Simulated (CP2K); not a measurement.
# GeH3O (SMILES [OH][GeH2]), run twice

Wanted: energy and gradient of GeH3O, PM6.

The results are computed with CP2K 2026.2.

4 further runs of the same task are left out: 4 set aside as unsound or not needed.

## Step 1: The molecule

GeH3O has 5 atoms, charge 0, and is taken as a doublet. SMILES: `[OH][GeH2]`. The coordinates come from a PBE0-D4/def2-TZVP relaxation. This is one conformer, not always the lowest.

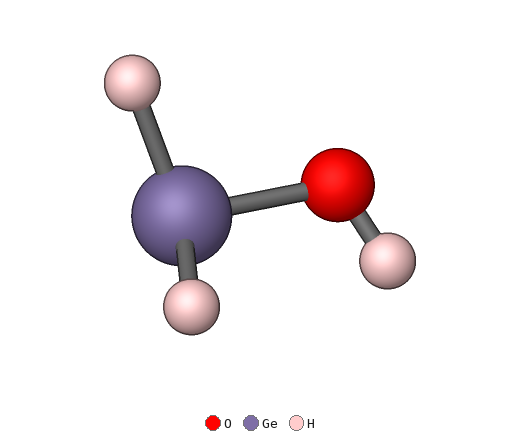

Viewed from a chosen angle; oxygen red, germanium purple, hydrogen pink.

## Step 2: Try one

The input, molecule.xyz:

```xyz
5

O      0.355500    -1.075800     0.460700
Ge    -0.520100     0.416100     0.017700
H      1.097400    -0.907600     1.046500
H     -1.396800    -0.014400    -1.180300
H      0.513900     1.508000    -0.385900
```

The input, qs.inp:

```
&GLOBAL
  PROJECT_NAME qs
  RUN_TYPE ENERGY_FORCE
  PRINT_LEVEL MEDIUM
&END GLOBAL
&FORCE_EVAL
  METHOD QUICKSTEP
  &DFT
    MULTIPLICITY 2
    SPIN_POLARIZED T
    &QS
      METHOD PM6
      EPS_DEFAULT 1.0E-10
      &SE
        &COULOMB
          CUTOFF [angstrom] 50
          RC_RANGE [angstrom] 0
        &END COULOMB
        &EXCHANGE
          CUTOFF [angstrom] 50
          RC_RANGE [angstrom] 0
        &END EXCHANGE
      &END SE
    &END QS
    &POISSON
      PERIODIC NONE
      POISSON_SOLVER ANALYTIC
    &END POISSON
    &SCF
      SCF_GUESS ATOMIC
      EPS_SCF 1.0E-06
      MAX_SCF 40
      &OT
        MINIMIZER DIIS
        PRECONDITIONER FULL_SINGLE_INVERSE
      &END OT
      &OUTER_SCF
        EPS_SCF 1.0E-06
        MAX_SCF 8
      &END OUTER_SCF
    &END SCF
    &PRINT
      &MOMENTS
        PERIODIC F
        REFERENCE COM
        MAX_MOMENT 1
      &END MOMENTS
      &MO_CUBES
        NLUMO 1
        NHOMO -1
        WRITE_CUBE F
      &END MO_CUBES
      &HIRSHFELD OFF
      &END HIRSHFELD
    &END PRINT
  &END DFT
  &SUBSYS
    &TOPOLOGY
      COORD_FILE_NAME molecule.xyz
      COORD_FILE_FORMAT XYZ
      &CENTER_COORDINATES
      &END CENTER_COORDINATES
    &END TOPOLOGY
  &END SUBSYS
  &PRINT
    &FORCES ON
    &END FORCES
  &END PRINT
&END FORCE_EVAL
```

The run is started by

```
$ OMP_NUM_THREADS=1 cp2k.psmp -i qs.inp -o qs.out
```

Standard output:

```text
CP2K| version string:                                       CP2K version 2026.2
 CP2K| Input file name                                                    qs.inp

 GLOBAL| Basis set file name                                           BASIS_SET
 GLOBAL| Potential file name                                           POTENTIAL
 GLOBAL| Coordinate file name                                       molecule.xyz
 GLOBAL| Method name                                                        CP2K
 GLOBAL| Project name                                                         qs
 GLOBAL| Run type                                                   ENERGY_FORCE
 GLOBAL| FFT library                                                       FFTW3
 GLOBAL| Diagonalization library                                       ScaLAPACK
 GLOBAL| Global print level                                               MEDIUM
 GLOBAL| Total number of message passing processes                             1
 GLOBAL| Number of threads for this process                                    1
 GLOBAL| CPU model name                                 Intel(R) Xeon(R) 6975P-C

 *** WARNING in cell_methods.F:422 :: None of the keywords CELL_FILE_NAME, ***
 *** ABC, or A, B, C are specified in CELL section. CP2K will now attempt  ***
 *** to read TOPOLOGY/COORD_FILE_NAME if its format can be parsed for cell ***
 *** information.                                                          ***

 *******************************************************************************
 *   ___                                                                       *
 *  /   \                                                                      *
 * [ABORT]   The keyword CELL_FILE_FORMAT requested cell information from XYZ  *
 *  \___/      file, but it is not available from the file <molecule.xyz> as   *
 *    |                          CELL_FILE_NAME specified!                     *
 *  O/|                                                                        *
 * /| |                                                                        *
 * / \                                                      cell_methods.F:909 *
 *******************************************************************************

 ===== Routine Calling Stack =====

            3 read_cell_xyz
            2 topology_control
            1 CP2K
```

It took 0.8 s on 1 thread of Intel Xeon 6975P-C (Granite Rapids), shared host; peak memory 0.17 GiB.

## Step 3: What went wrong

The input was rejected.

The telling line is `\___/      file, but it is not available from the file <molecule.xyz> as`. Cause: the input gives no cell.

## Step 4: Second attempt

molecule.xyz is that of step 2.

The input, job.inp:

```
&GLOBAL
  PROJECT job
  RUN_TYPE ENERGY_FORCE
  PRINT_LEVEL MEDIUM
&END GLOBAL

&FORCE_EVAL
  METHOD QUICKSTEP
  &DFT
    MULTIPLICITY 2
    UKS T
    &QS
      METHOD PM6
      EPS_DEFAULT 1.0E-10
      &SE
        &COULOMB
          CUTOFF [angstrom] 50
          RC_RANGE [angstrom] 0
        &END COULOMB
        &EXCHANGE
          CUTOFF [angstrom] 50
          RC_RANGE [angstrom] 0
        &END EXCHANGE
      &END SE
    &END QS
    &POISSON
      PERIODIC NONE
      POISSON_SOLVER ANALYTIC
    &END POISSON
    &SCF
      SCF_GUESS ATOMIC
      EPS_SCF 1.0E-06
      MAX_SCF 40
      &OT
        MINIMIZER DIIS
        PRECONDITIONER FULL_SINGLE_INVERSE
      &END OT
      &OUTER_SCF
        EPS_SCF 1.0E-06
        MAX_SCF 8
      &END OUTER_SCF
    &END SCF
    &PRINT
      &MOMENTS
        PERIODIC F
        REFERENCE COM
        MAX_MOMENT 1
      &END MOMENTS
      &MO_CUBES
        NLUMO 1
        NHOMO -1
        WRITE_CUBE F
      &END MO_CUBES
      &HIRSHFELD OFF
      &END HIRSHFELD
    &END PRINT
  &END DFT
  &SUBSYS
    &CELL
      ABC 10.5 10.6 10.2
      PERIODIC NONE
    &END CELL
    &TOPOLOGY
      COORD_FILE_NAME molecule.xyz
      COORD_FILE_FORMAT XYZ
      &CENTER_COORDINATES
      &END CENTER_COORDINATES
    &END TOPOLOGY
  &END SUBSYS
  &PRINT
    &FORCES ON
    &END FORCES
  &END PRINT
&END FORCE_EVAL
```

The run is started by

```
$ OMP_NUM_THREADS=1 cp2k.psmp job.inp > job.out
```

Standard output:

```text
CP2K| version string:                                       CP2K version 2026.2
[...]
 GLOBAL| Method name                                                        CP2K
[...]
 GLOBAL| Run type                                                   ENERGY_FORCE
[...]
                             - Atoms:                                          5
[...]
                             - Spherical basis functions:                     11
[...]
 Number of electrons:                                                          7
[...]
     1 OT DIIS     0.80E-01    0.0     0.24492342       -13.2463651155 -1.32E+01
[...]
     9 OT DIIS     0.80E-01    0.0     0.00000072       -15.1112773357 -1.46E-10
  *** SCF run converged in     9 steps ***
  Core-core repulsion energy [eV]:                            369.52018847532486
  Core Hamiltonian energy [eV]:                              -680.78288490482873
  Two-electron integral energy [eV]:                         -199.87214343190965
  Electronic energy [eV]:                                    -780.71895662078362
  Total energy [eV]:                                         -411.19876814545864
  Atomic reference energy [eV]:                               410.78256964191098
  Heat of formation [kcal/mol]:                                -9.59776625905570
[...]
 SE_DIPOLE| Moment [Debye]         -0.58230510      -2.02709820       0.50580964
 SE_DIPOLE| Derivative [a.u.]       0.00000000       0.00000000       0.00000000
 *** WARNING in qs_scf_post_se.F:140 :: Printing of MO cube files not ***
 *** implemented for Semi-Empirical method.                           ***
 ENERGY| Total FORCE_EVAL ( QS ) energy [hartree]            -15.111277335740482
 FORCES| Atomic forces [hartree/bohr]
 FORCES|   Atom     x               y               z               |f|
 FORCES|      1  3.44205494E-03  1.02582456E-02  6.82826037E-03   1.27947053E-02
 FORCES|      2  3.66467921E-03  8.81310354E-03 -3.50537290E-02   3.63299406E-02
 FORCES|      3  1.50048766E-03 -1.06277352E-02  2.20626691E-04   1.07354038E-02
 FORCES|      4  2.75940866E-03  1.97954496E-03  1.61943170E-02   1.65465657E-02
 FORCES|      5 -1.13666305E-02 -1.04231589E-02  1.18105249E-02   1.94250104E-02
 FORCES| Sum     4.16333634E-17  9.54097912E-17 -8.32667268E-17
 FORCES| Total atomic force                                       1.33303087E-16
[...]
```

Wall time 1.3 s (1 thread of Intel Xeon 6975P-C (Granite Rapids), shared host); peak memory 0.19 GiB.

## Step 5: Outcome

At PM6:

```
                                 quantity          value
                             total energy   -15.11128 Eh
                            dipole moment         2.17 D
heat of formation at this unrelaxed shape  -9.6 kcal/mol
                 largest force on an atom     1.868 eV/Å
```

**Reading.** The largest force is 1.87 eV/Å: the shape isn't a stationary point for this species at this level.
